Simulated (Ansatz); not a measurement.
The calculation's input:

```
crystal:
  periodic: [false, false, false]
  atoms:
    - {symbol: C, position_ang: [-0.112396, 0.807946, 1.165441]}
    - {symbol: C, position_ang: [1.252846, 1.022341, 1.289433]}
    - {symbol: C, position_ang: [2.237743, 0.605176, 2.173208]}
    - {symbol: F, position_ang: [1.760874, 1.865902, 0.274395]}
    - {symbol: H, position_ang: [-0.615661, 0.178264, 1.903760]}
    - {symbol: H, position_ang: [-0.714758, 1.497433, 0.568508]}
    - {symbol: H, position_ang: [3.288061, 0.660152, 1.876006]}
    - {symbol: H, position_ang: [1.960554, -0.060603, 2.994647]}
basis:
  gaussian:
    orbitals: def2-TZVPD
output: {forces: true, orbitals: {seedname: orbitals}}
total_charge: -1
hamiltonian:
  xc: {name: PBE0}
```

Command:

```sh
ansatz run input.yaml --threads 2 --pin off --max-ram 4350MiB --events-out events.jsonl --progress --plain --runs-dir runs
```

Geometry: r2SCAN-D4/def2-SVPD; the highest occupied orbital lies above zero, a sign that basis and functional describe the outermost electron poorly.

Level of theory: isolated molecule in a Gaussian basis; Kohn-Sham density functional theory, functional PBE0 in Ansatz.

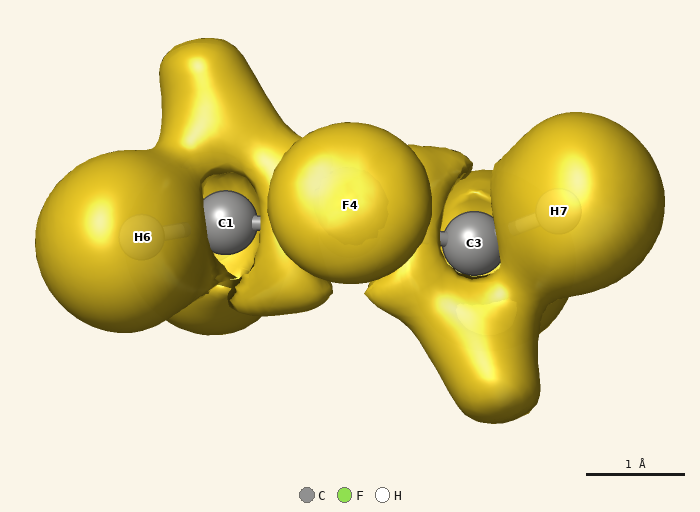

C3H4F (SMILES C=C([CH2-])F) (charge −1). Isosurface of the electron localisation function at 0.75 (yellow), seen from one side. Only the valence region is drawn (cores and ρ < 0.01 e/Å³ removed).

### Where are the electrons localised?

The surface consists of one region on F in which the atom's valence shell and bonds are merged and two joined regions spread over several atoms (C, H), in which their bonds and any lone pairs are merged. Profiles from the grid: C–C (1.39 Å): the ELF peaks at about 0.95 between the atoms: localised, covalent bonding. C–F (1.41 Å): the ELF peaks at about 0.80 between the atoms: a polar covalent bond.
